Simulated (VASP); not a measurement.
Band structure of LiF (rock salt). Calculation: r2SCAN meta-GGA, VASP's PBE PAW potentials (set 64) (plane waves; VASP 6.6.1).

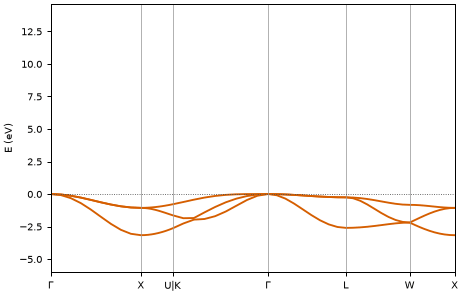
Fig. 1. Bands along high-symmetry lines, zero at the valence-band maximum or, without a gap, the Fermi level

Read the plot: is there a gap, and where are the band edges?

The gap is direct, 10.63 eV, from the valence maximum at Γ to the conduction minimum at Γ.

Measured: gap 15.35 eV (computed value off by -4.72 eV), as given by Wei Chen et al., Physical Review Materials (2018), doi:10.1103/physrevmaterials.2.073803 [zero-point renormalisation of 1.15 eV added back (the table's ZPR column)].

The compound is LiF in the rock salt structure. It was relaxed first.
